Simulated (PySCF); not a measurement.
# C₃H₇GeNO₂: what the fields show

```
atom    x (Å)    y (Å)    z (Å)
   C  -1.9324   0.0630   1.0416
   C  -1.2665   0.4283  -0.2487
   O  -1.4625   1.4568  -0.8445
  Ge   0.1095  -0.8072  -1.0361
   N   1.7560   0.0610  -0.8193
   C   2.0745   0.4533   0.4326
   O   1.3638   0.2370   1.3952
   H  -2.6780   0.8221   1.3159
   H  -2.4015  -0.9310   0.9660
   H  -1.1457  -0.0035   1.8107
   H  -0.0653  -0.8890  -2.5613
   H   0.2045  -2.2059  -0.3989
   H   2.3830   0.2998  -1.5791
   H   3.0467   0.9931   0.5221
```

Geometry: PBE0-D3(BJ)/def2-SVP.

Level of theory: wB97X-D/def2-SVPD, SCF density, gas phase in PySCF 2.14.0.

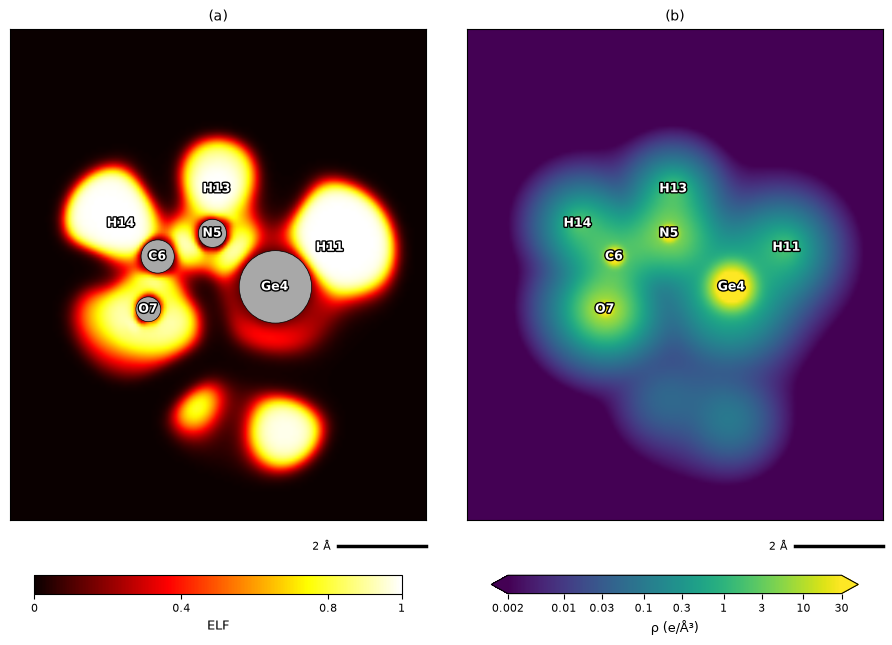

Figure 1. (a) electron localisation function; (b) electron density on the plane of atoms Ge4, N5 and H13. Grey discs cover the atomic cores in the ELF map.

### What does the map show?

The section cuts through Ge, N, C, O and H sites.
C–O (1.22 Å): ρ at the midpoint is about 3.3 e/Å³; the ELF peaks at about 0.85 between the atoms; a short, multiple covalent bond.
C–N (1.35 Å): ρ at the midpoint is about 2.4 e/Å³; the ELF peaks at about 0.90 between the atoms (a covalent bond).
Ge–N (1.87 Å): the density is about 0.89 e/Å³ at the midpoint; the ELF peaks at about 0.90 in the valence shell of N, 0.7 Å from its nucleus, and is about 0.50 at the midpoint.
N–H (1.01 Å): ρ at the midpoint is about 2.8 e/Å³; the ELF climbs to about 1 towards the hydrogen, as it does in any bond to H; a covalent bond by its length.
C–H (1.12 Å): the density is about 2 e/Å³ at the midpoint; the ELF climbs to about 1 towards the hydrogen: an ordinary covalent bond to hydrogen.
The ELF also peaks beside O7, away from the bonds: lone-pair regions.

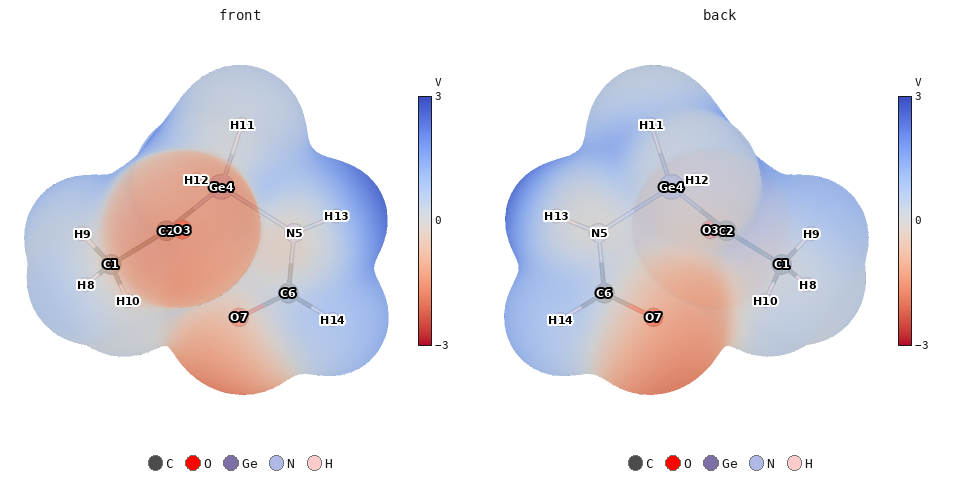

Figure 2. The electrostatic potential painted on the density surface at 0.002 e/bohr³, seen from the front and from behind; the colour scale runs from red (negative) to blue (positive).

### Describe the electrostatic potential map.

The most negative region (about −1.7 V) lies over O7, the most positive (about +2.3 V) over H13. O7 is the likeliest acceptor of a hydrogen bond.

### How polar is the molecule by this calculation?

Its dipole moment is 2.72 D.
